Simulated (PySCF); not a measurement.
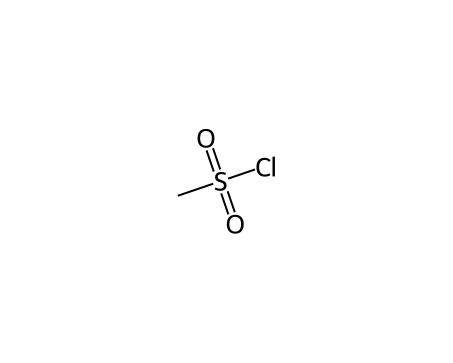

Skeletal drawing of a molecule.

Question: Give its SMILES.

Answer: CS(=O)(=O)Cl

Question: Give the formula, hydrogens included.

Answer: CH3ClO2S.

The parts below concern this one geometry. Atoms keep their numbers from picture to picture. The geometry was computed by an optimisation with PBE0-D3(BJ)/def2-TZVP. No frequency run is at hand to confirm it as a minimum.

### Dipole moment

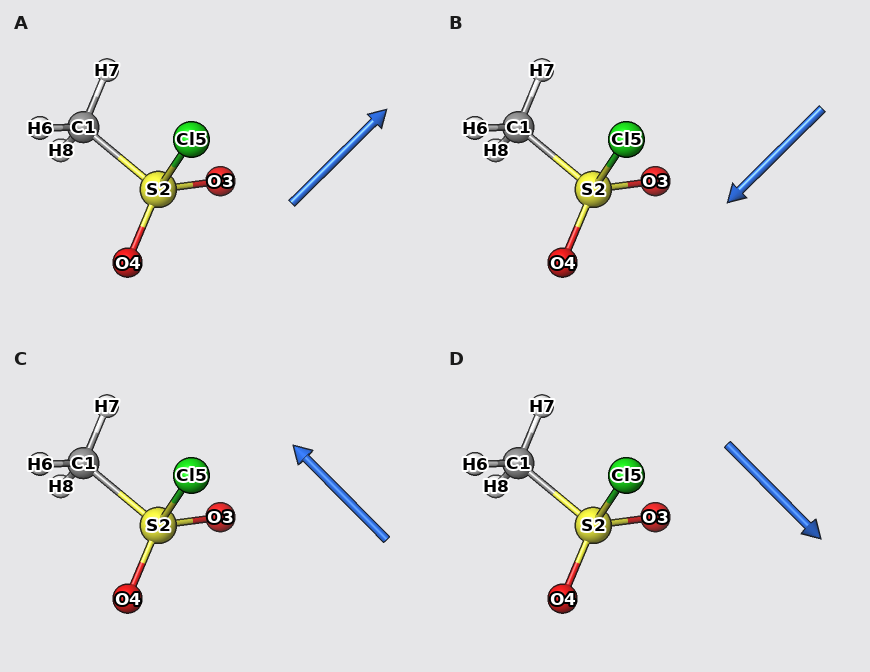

The same molecule four times, each with an arrow. No frequency run is at hand to confirm it as a minimum. Properties computed with ωB97X-D/pcSseg-2 in chloroform (IEF-PCM) (PySCF 2.14.0).

Question: Which arrow points along the dipole moment, from the negative to the positive end?

Answer: C. The dipole moment is 4.69 D; it points from the side of O3, O4 to the side of H6, H7 (the outermost atoms at the two ends).

### Quadrupole coupling

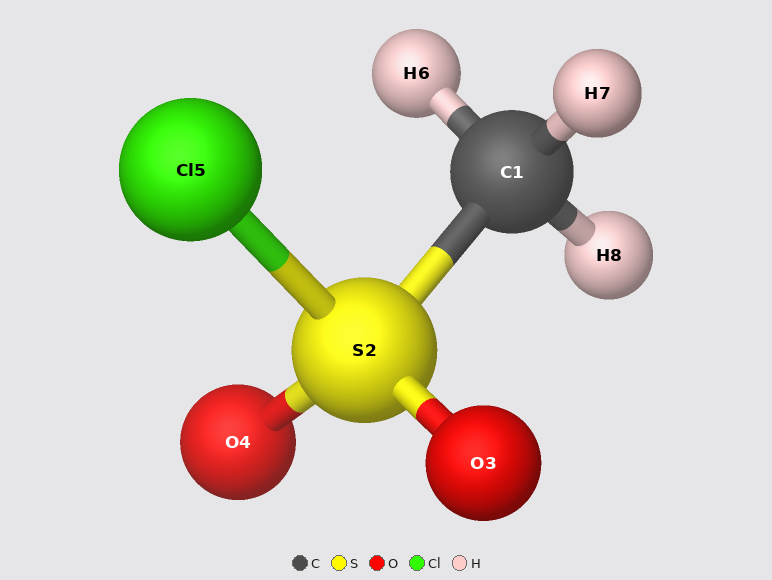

No frequency run is at hand to confirm it as a minimum. Electric field gradients from the ground-state density, PBE0/pcSseg-2 (PySCF 2.14.0), non-relativistic apart from any core potentials.

Give the largest field-gradient component, the quadrupole coupling constant and the asymmetry for 33S at S2 (Q = −67.81 mb), 17O at O3 (Q = −25.6 mb), 17O at O4 (Q = −25.6 mb), 35Cl at Cl5 (Q = −81.7 mb), 2H at H6 (Q = 2.86 mb), 2H at H7 (Q = 2.86 mb), 2H at H8 (Q = 2.86 mb).

```
atom  V_zz (a.u.)  e²qQ/h (MHz)     η
  S2        0.964        −15.36  0.28
  O3        1.171         −7.04  0.28
  O4        1.171         −7.04  0.27
 Cl5        3.515         −67.5  0.07
  H6        0.283         0.190  0.04
  H7        0.283         0.190  0.04
  H8        0.279         0.187  0.05
```

### Bond orders

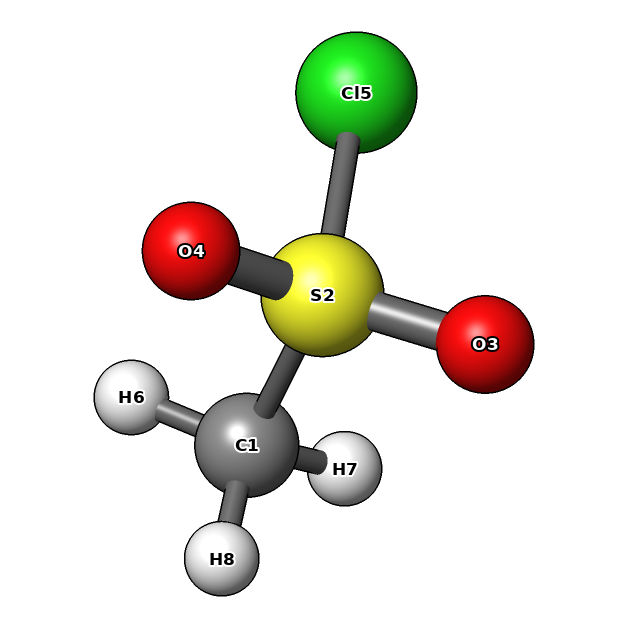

The thickness of each stick grows with its Mayer bond order. No frequency run is at hand to confirm it as a minimum. Level of theory: PBE0/pcSseg-2 (PySCF 2.14.0).

Question: Which bond has the lowest Mayer bond order?

Answer: C1–S2, 0.87, at 1.763 Å.

List the Mayer bond orders of C1–S2, C1–H6, C1–H7, C1–H8, S2–O3, S2–O4, S2–Cl5. Atoms whose distances differ by more than 0.02 Å in this geometry are listed apart.

| bond | Mayer order | length (Å) |
| --- | --- | --- |
| C1–S2 | 0.87 | 1.763 |
| C1–H6 | 0.97 | 1.088 |
| C1–H7 | 0.97 | 1.088 |
| C1–H8 | 0.97 | 1.091 |
| S2–O3 | 1.81 | 1.424 |
| S2–O4 | 1.81 | 1.424 |
| S2–Cl5 | 0.96 | 2.051 |

### NMR shielding

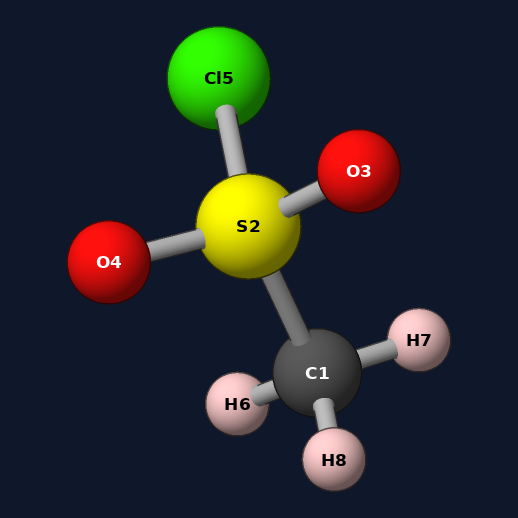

No frequency run is at hand to confirm it as a minimum. Method: GIAO ωB97X-D/pcSseg-2 NMR shielding, non-relativistic, gas phase (PySCF 2.14.0). Principal shieldings σ11 ≤ σ22 ≤ σ33, span Ω = σ33 − σ11, skew κ = 3(σiso − σ22)/Ω.

Give the shielding tensors of the S atoms.

```tsv
atom	σ11	σ22	σ33	σiso	Ω	κ
S2	−23.2	100.4	376.0	151.0	399.2	0.38
```

Shieldings and span in ppm.
